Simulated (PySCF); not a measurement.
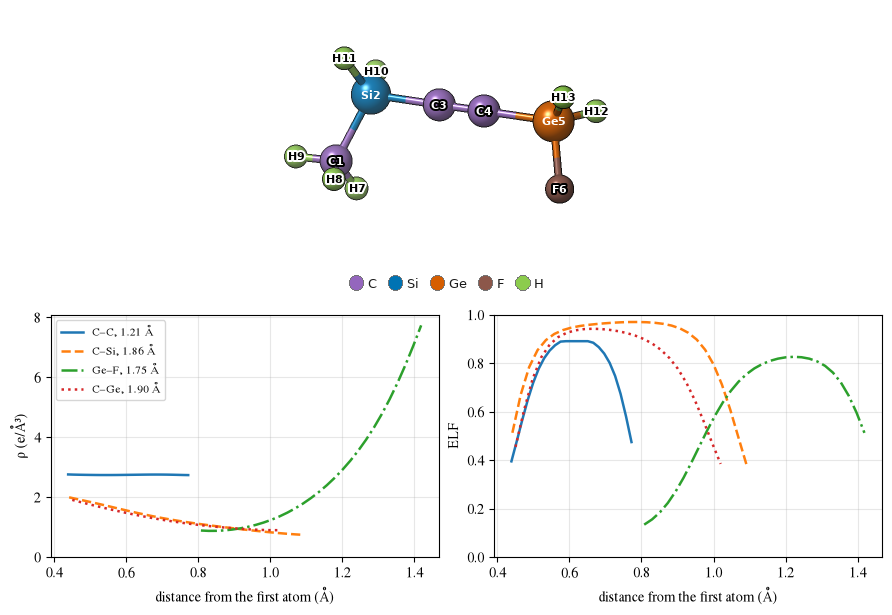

Figure. C3H7FGeSi (SMILES C[SiH2]C#[C][GeH2][F]). Electron density and ELF along straight lines between neighbouring atoms. The curves leave out the atomic cores. The structure is drawn too.

Geometry: GFN2-xTB.

Theory: PBE0/def2-SVPD, SCF density, gas phase in PySCF.

The calculation's input:

```
{"job": {"kind": "uv", "xc": "PBE0", "basis": "def2-SVPD", "nstates": 8, "ntriplets": 3}, "charge": 0, "multiplicity": 1}
C     -2.310683     0.126003    -1.317627
Si    -1.764679    -0.308387     0.445548
C      0.085040    -0.145087     0.554177
C      1.289143    -0.043347     0.638590
Ge     3.175350     0.120589     0.754511
F      3.713242     0.613586    -0.831639
H     -2.033906     1.144023    -1.578503
H     -1.854954    -0.536647    -2.048549
H     -3.389248     0.039840    -1.420146
H     -2.340914     0.624737     1.421795
H     -2.097078    -1.700197     0.774436
H      3.635892     1.248094     1.629636
H      3.888408    -1.182719     0.960042
```

Command:

```sh
OMP_NUM_THREADS=1 python probes_run.py task.json out
```

Question: What can be read from the curves?

Answer: C–C (1.21 Å): the density is about 2.7 e/Å³ at the midpoint; the ELF peaks at about 0.90 between the atoms; a multiple bond.
C–Si (1.86 Å): the density is about 0.92 e/Å³ at the midpoint; the ELF peaks at about 1 between the atoms: a shared electron pair.
Ge–F (1.75 Å): ρ is about 0.89 e/Å³ halfway; the ELF peaks at about 0.85 in the valence shell of F, 0.5 Å from its nucleus, and is about 0.20 at the midpoint.
C–Ge (1.90 Å): ρ is about 0.92 e/Å³ halfway; the ELF peaks at about 0.95 in the valence shell of C, 0.7 Å from its nucleus, and is about 0.65 at the midpoint.
